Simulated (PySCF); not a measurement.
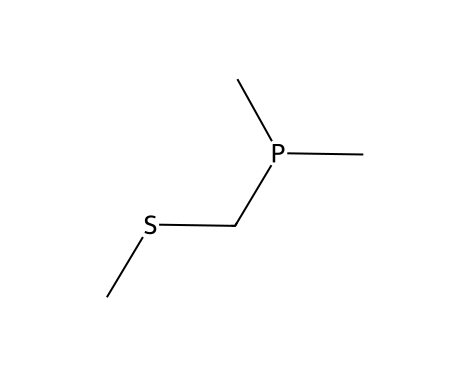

A structural formula.

Question: Write the SMILES.

Answer: CSCP(C)C

Question: Give the formula, hydrogens included.

Answer: C4H11PS.

Question: An optimisation with GFN2-xTB gave a structure of which point group?

Answer: C1. Other conformers may differ.

The parts below concern this one geometry. Atoms keep their numbers from picture to picture. The computed structure is the end point of a GFN2-xTB optimisation. No frequency run is at hand to confirm it as a minimum.

## Geometry

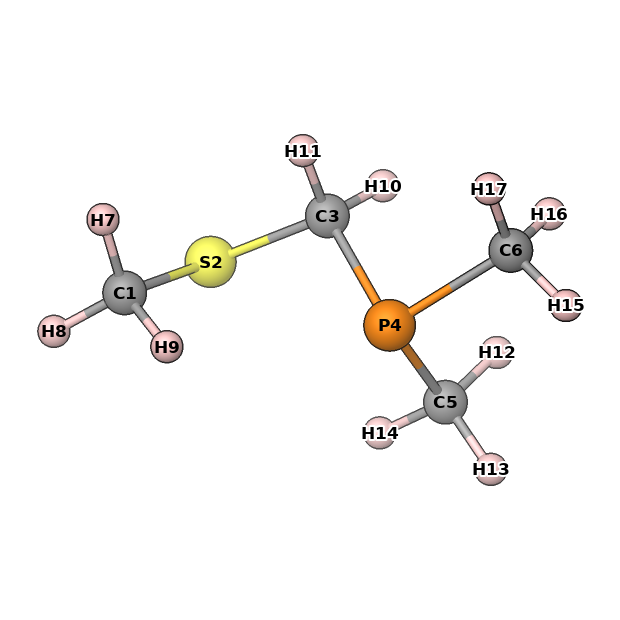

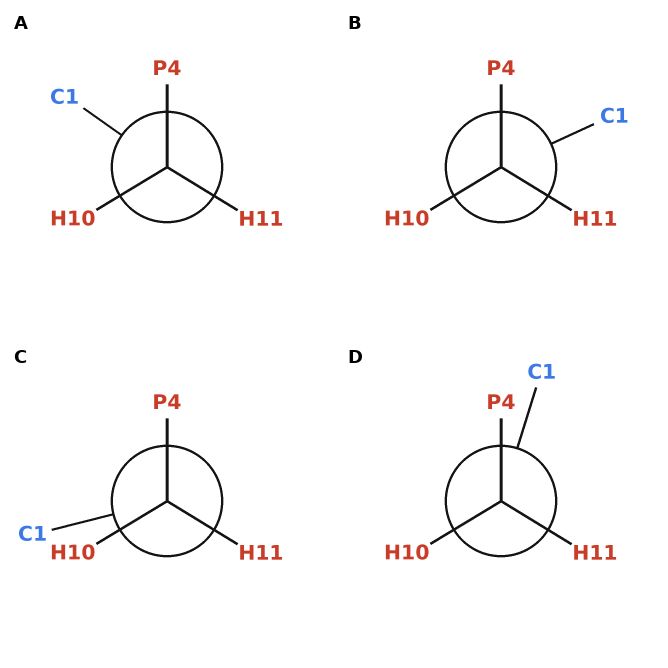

Depth is shown by fading: the farther an atom, the more it takes the colour of the background. Bonds that would overlap in a projection are set slightly apart. No frequency run is at hand to confirm it as a minimum.

Question: Which Newman projection shows the view along C3–S2, with C3 in front?

Answer: B. The torsion angle P4–C3–S2–C1 is 65°, synclinal (gauche).

## Excitation

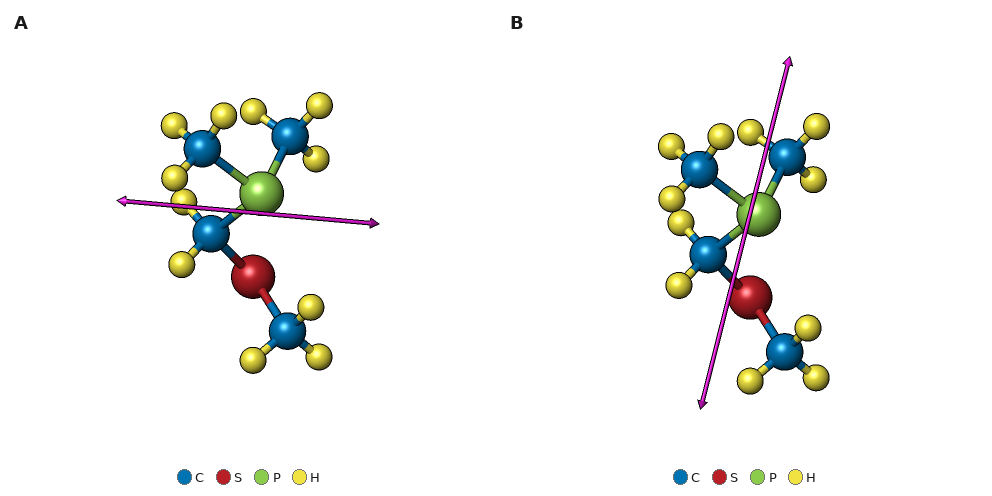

The double arrows show the directions of two transition dipoles from the ground state (lengths mean nothing). No frequency run is at hand to confirm it as a minimum. Level of theory: TDDFT PBE0/def2-SVPD, vertical, gas phase, core orbitals frozen in the response (PySCF 2.14.0).

Question: One belongs to singlet state 4 and one to singlet state 5. Which is which?

Answer: A: state 5, 6.22 eV (199 nm), oscillator strength 0.018, mainly HOMO−1 → LUMO (weight 0.81).
B: state 4, 6.12 eV (203 nm), oscillator strength 0.048, mainly HOMO → LUMO+3 (weight 0.66).

## NMR shielding

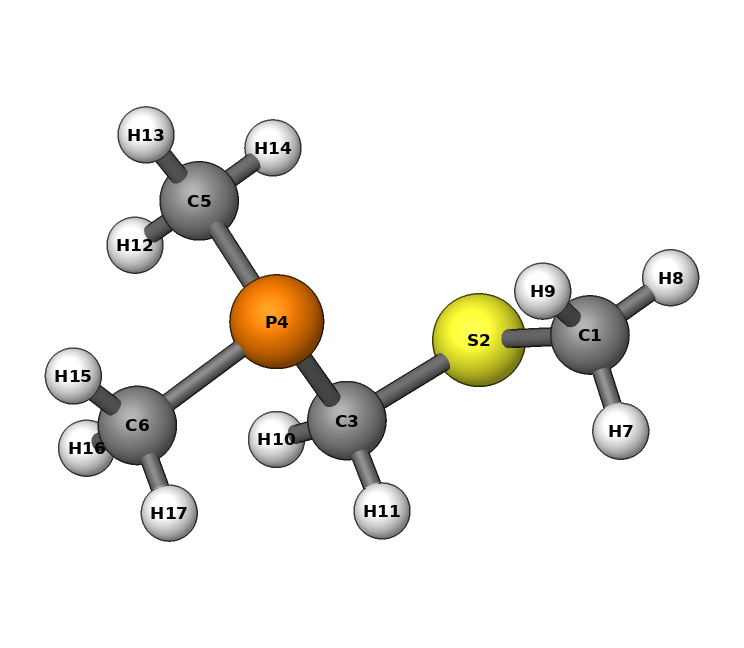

No frequency run is at hand to confirm it as a minimum. Method: GIAO PBE0/pcSseg-1 NMR shielding, non-relativistic, gas phase (PySCF 2.14.0). Principal shieldings σ11 ≤ σ22 ≤ σ33, span Ω = σ33 − σ11, skew κ = 3(σiso − σ22)/Ω.

Give the shielding tensors of the S atoms.

| atom | σ11 | σ22 | σ33 | σiso | Ω | κ |
| --- | --- | --- | --- | --- | --- | --- |
| S2 | 445.5 | 501.9 | 786.9 | 578.1 | 341.4 | 0.67 |

Shieldings and span in ppm.

## Polarisability

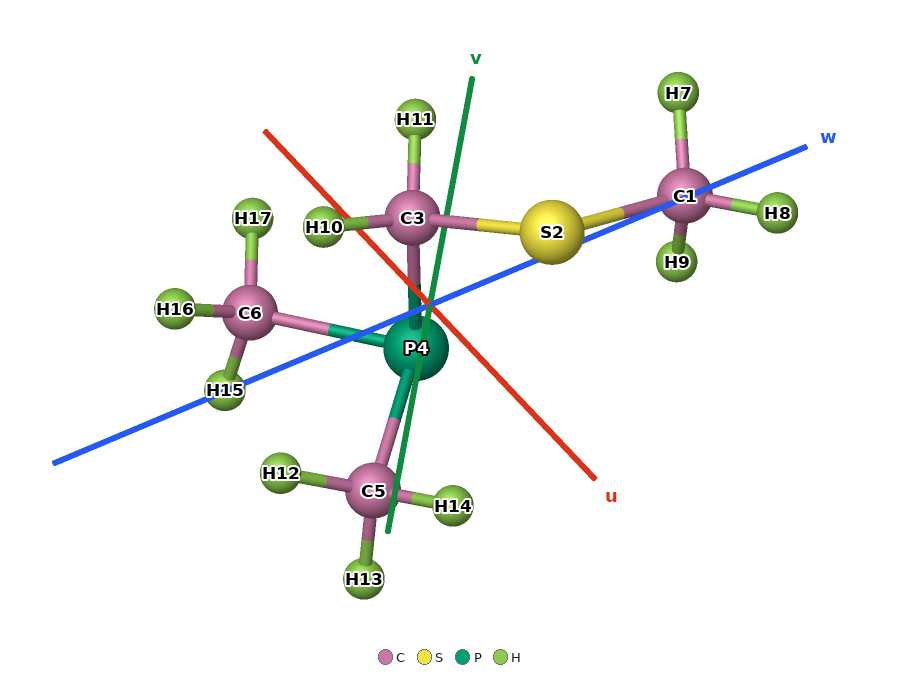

The lines u, v and w are the principal axes of the static dipole polarisability. No frequency run is at hand to confirm it as a minimum. Computed with PBE0/def2-SVPD (PySCF 2.14.0).

Question: Along which axis is the molecule most polarisable, and along which least?

Answer: Most along w (close to the long direction C1···C6), least along u.

Question: Give the three principal values.

Answer: u 86.3, v 91.4, w 116.2 bohr³; mean 98.0, anisotropy 27.7 bohr³.

## Quadrupole coupling

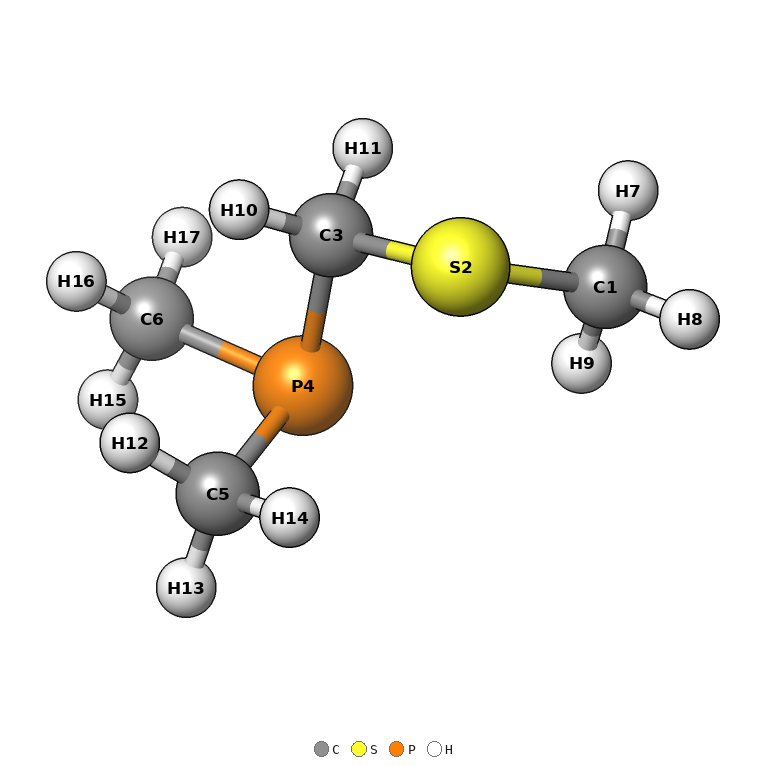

No frequency run is at hand to confirm it as a minimum. Electric field gradients from the ground-state density, PBE0/pcSseg-1 (PySCF 2.14.0), non-relativistic apart from any core potentials.

Give the largest field-gradient component, the quadrupole coupling constant and the asymmetry for 33S at S2 (Q = −67.81 mb), 2H at H7 (Q = 2.86 mb), 2H at H8 (Q = 2.86 mb), 2H at H9 (Q = 2.86 mb), 2H at H10 (Q = 2.86 mb).

```
atom  V_zz (a.u.)  e²qQ/h (MHz)     η
  S2       −3.107          49.5  0.60
  H7        0.314         0.211  0.03
  H8        0.319         0.215  0.04
  H9        0.305         0.205  0.04
 H10        0.307         0.206  0.04
```

The geometry is semi-empirical. Around P such bond lengths and angles can be off by a tenth of an ångström or more and by several degrees, and values that hang on the shape move with them.
